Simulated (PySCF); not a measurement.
## Electronic structure of C3H11OPSi2 in real space

Input

```
{"job": {"kind": "nmr", "xc": "PBE0", "basis": "pcSseg-1"}, "charge": 0, "multiplicity": 1}
C     -0.251722     1.638753    -1.094037
C     -0.242824     0.239413    -0.475581
Si     1.271897     0.039821     0.685227
P      3.069890     0.344255    -0.625484
Si    -1.895138    -0.164651     0.358394
C     -1.865924    -2.022561     0.833087
O     -0.886637    -2.720635     0.757831
H     -1.033414     1.729994    -1.846593
H      0.704517     1.856027    -1.571265
H     -0.429857     2.395958    -0.333090
H     -0.106605    -0.482619    -1.289727
H      1.271494     1.137126     1.665464
H      1.266809    -1.237052     1.397115
H      3.108258    -0.958882    -1.090201
H      3.991084     0.078174     0.369991
H     -3.041828     0.013049    -0.541899
H     -2.122204     0.590780     1.593576
H     -2.816557    -2.470632     1.195535
```

Launched as:

```sh
OMP_NUM_THREADS=1 python probes_run.py task.json out
```

Geometry: GFN2-xTB.

Computed with PBE0/pcSseg-1, SCF density, gas phase, non-relativistic in PySCF 2.14.0.

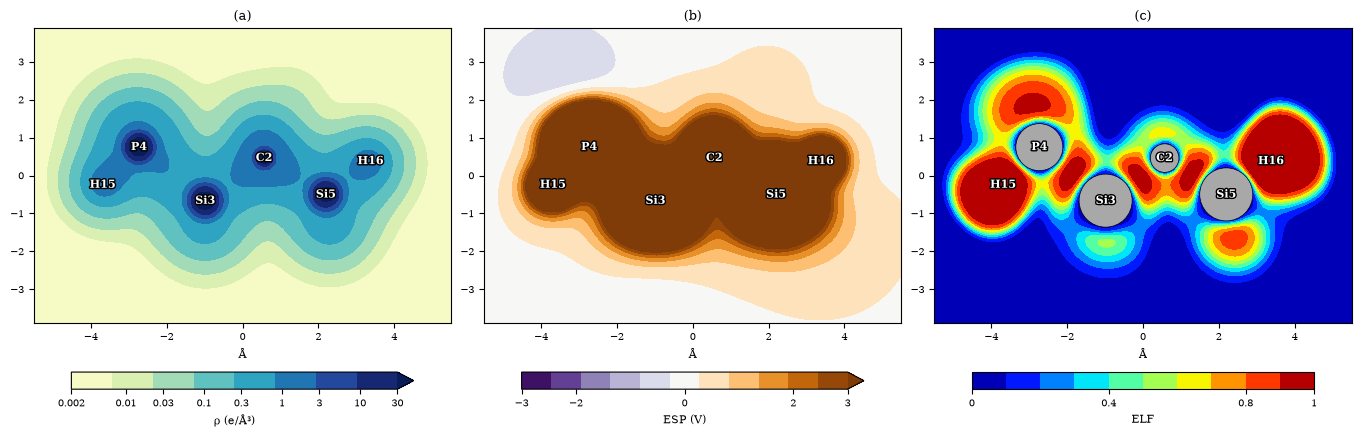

Figure 1. (a) electron density; (b) electrostatic potential; (c) ELF on the plane of atoms C2, Si3 and P4. Grey discs cover the atomic cores in the ELF map.

What does the map show?

The section cuts through C, Si, P and H sites. C–Si (1.89 Å): ρ at the midpoint is about 0.91 e/Å³; the ELF peaks at about 0.95 between the atoms; localised, covalent bonding. Si–P (2.25 Å): the density is about 0.75 e/Å³ at the midpoint; the ELF peaks at about 0.95 between the atoms (localised, covalent bonding). P–H (1.38 Å): ρ is about 1.1 e/Å³ halfway; the ELF climbs to about 1 towards the hydrogen, as it does in any bond to H. Si–H (1.47 Å): ρ at the midpoint is about 0.8 e/Å³; the ELF climbs to about 1 towards the hydrogen. The ELF also peaks beside P4, away from the bonds: lone-pair regions. Outside the dense part of the molecule the potential is most negative (−0.6 V) near P4.

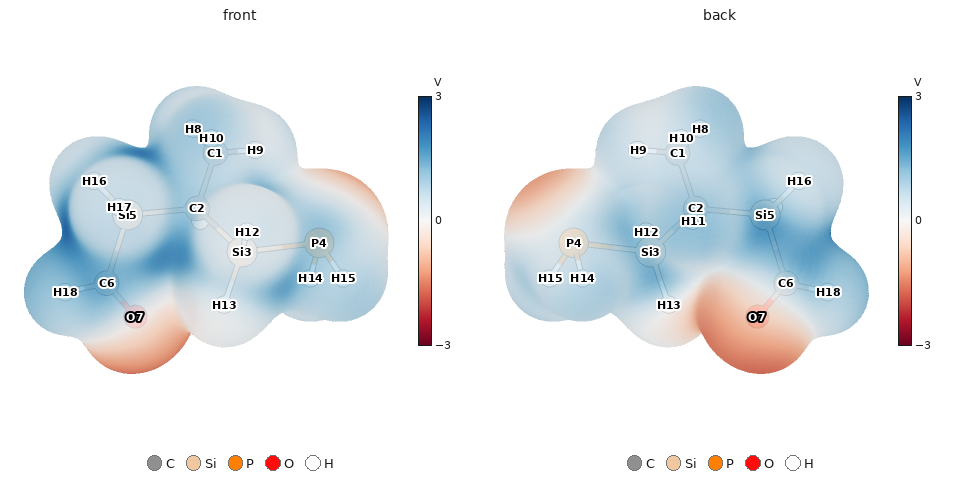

Figure 2. The electrostatic potential painted on the density surface at 0.004 e/bohr³, seen from the front and from behind; red is negative and blue positive.

Where is the surface potential most negative and most positive?

The most negative region (about −1.6 V) lies over O7, the most positive (about +2.1 V) over Si5. O7 is the likeliest acceptor of a hydrogen bond.

How polar is the molecule by this calculation?

Its dipole moment is 1.87 D.
